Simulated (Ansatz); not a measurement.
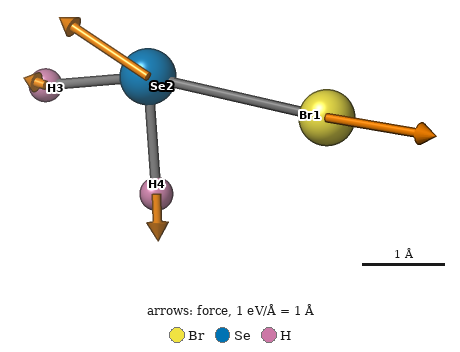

Starting geometry of H2SeBr (charge −1) (coarse preliminary run) with the computed forces as orange arrows. A ball-and-stick model, seen at a tilt.

All numbers below come from RKS PBE-D4/def2-SVPD in Ansatz 0.2.0.

The input:
```yaml
crystal:
  periodic: [false, false, false]
  atoms:
    - {symbol: Br, position_ang: [-0.412400, -0.692900, -2.226700]}
    - {symbol: Se, position_ang: [0.213900, 0.538000, 0.085000]}
    - {symbol: H, position_ang: [0.448000, 0.903400, 1.575800]}
    - {symbol: H, position_ang: [-0.249500, -0.748600, 0.565900]}
basis:
  gaussian: {orbitals: def2-SVPD}
total_charge: -1
hamiltonian: {xc: pbe, dispersion: d4}
relax: {f_tol: 0.03, max_steps: 250}
```

Command:
```bash
ansatz run in.yaml --threads 2 --pin off --events-out ev --progress --plain --max-ram 5222MiB
```

Q: What follows when this structure is relaxed?

A: It isn't relaxed: the largest force vector, on Br1, is 1.65 eV/Å. The atoms end up moving mostly along the starting forces (cosine between the two patterns 0.87). The largest move after the best rigid fit is that of Br1, 0.38 Å. Largest moves by element: Br 0.38 Å, Se 0.23 Å, H 0.17 Å. Near-neighbour distances that change, for instance: Br1–Se2 2.693 → 3.302 Å, Se2–H3 1.553 → 1.519 Å, Se2–H4 1.450 → 1.478 Å. Among the angles between lasting bonds that change: H3–Se2–H4 86.5° → 91.2°. The energy falls by 32.9 kJ/mol in 6 accepted moves (7 points after the start). Largest force component: 1.5 eV/Å at the start, 0.0037 eV/Å at the end. The line search rejected the trial step at point 3 of the run. The run took about 21 core-seconds on a shared host.
